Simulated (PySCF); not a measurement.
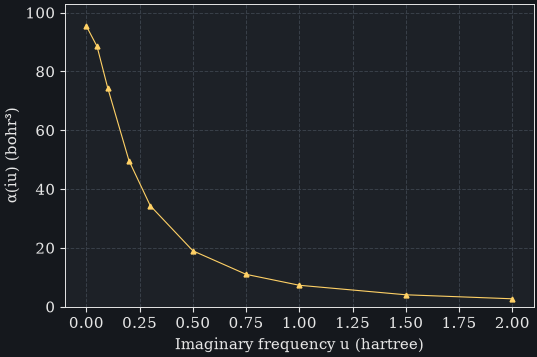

Dipole polarisability at imaginary frequency of Te⁻ ([Kr] 4d¹⁰ 5s² 5p⁵). Coupled response at the r2SCAN0 level; PySCF, x2c-QZVPPall plus 1 diffuse shell for each l, spin-free X2C-1e, unrestricted single determinants, no spin-orbit coupling.

**Describe the response.**

The static dipole polarisability is 95.4 bohr³; α(iu) falls to half of it near u = 0.21 hartree. The Casimir–Polder integral gives C₆ = 1480 hartree bohr⁶ for two such species.
